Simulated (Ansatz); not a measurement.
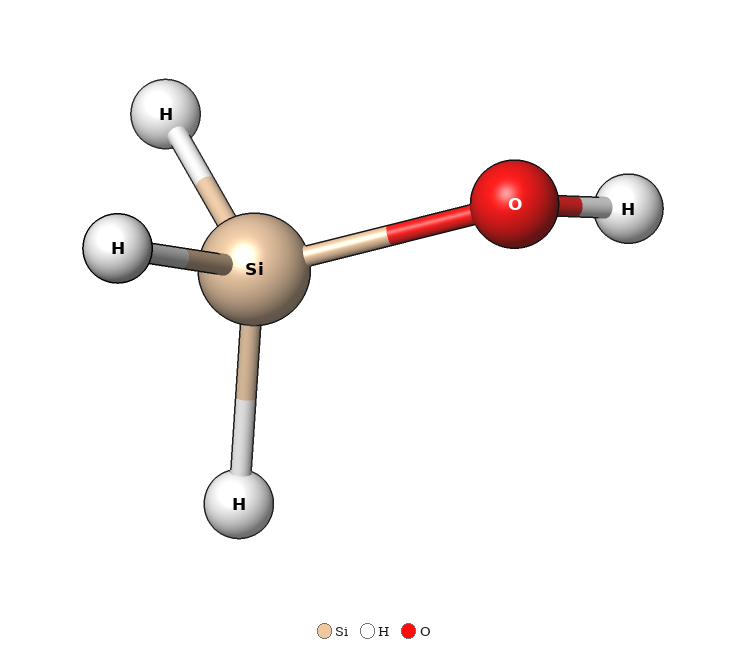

Rendered structure (ball-and-stick style). Every bond is drawn as one stick, whatever its order.

The geometry was computed by an optimisation with PBE0-D4/def2-TZVP.

Identify the structure.

Formula H₄OSi. This geometry has Cs symmetry. Coordination: 1 Si tetrahedral; 1 O bent.

The parts below concern this one geometry. Atoms keep their numbers from picture to picture.

**Electronic properties**

Level of theory: RKS PBE0-D4/def2-TZVP (Ansatz 0.2.0).

Computed properties:

- dipole moment: 1.36 D
- harmonic zero-point energy: 100.9 kJ/mol

**Thermal motion**

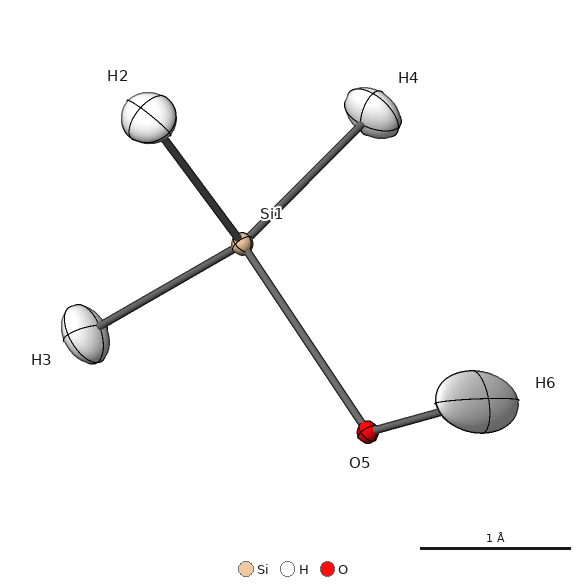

Displacement ellipsoids at the 50 % level, from the internal vibrations of the free molecule (harmonic, no overall translation or rotation; no half-axis is drawn under 0.075 Å). Vibrations computed with RKS PBE0-D4/def2-TZVP (Ansatz 0.2.0). Temperature: 100 K.

Which atom has the largest mean-square displacement?

H6, with U_eq = 0.0339 Å².

Does H6 move more along its bond or across it?

Across it: the root-mean-square amplitude is 0.065 Å along the bond and up to 0.280 Å across, since bending and torsion are softer than stretching.

Give the displacement parameters, one line for each set of equivalent atoms.

```
  atom  U_eq (Å²)   rms amplitudes (Å)
   Si1    0.00016  0.011, 0.011, 0.016
H2, H4     0.0136  0.086, 0.116, 0.141
    H3     0.0135  0.085, 0.120, 0.137
    O5    0.00048  0.012, 0.022, 0.028
    H6     0.0339  0.065, 0.138, 0.280
```

**Charges**

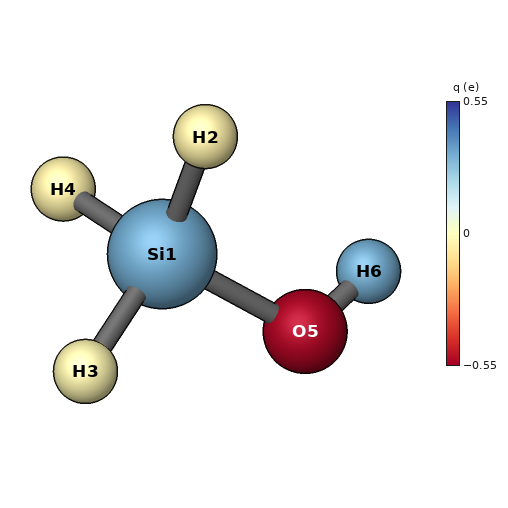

Atoms are coloured by their Mulliken charges. Level of theory: RKS PBE0-D4/def2-TZVP (Ansatz 0.2.0).

List the Mulliken charges.

| atom | value (e) |
| --- | --- |
| Si1 | 0.33 |
| H2 | −0.05 |
| H3 | −0.03 |
| H4 | −0.05 |
| O5 | −0.53 |
| H6 | 0.32 |

Mulliken values depend strongly on the basis set and can even reverse the polarity of a bond.
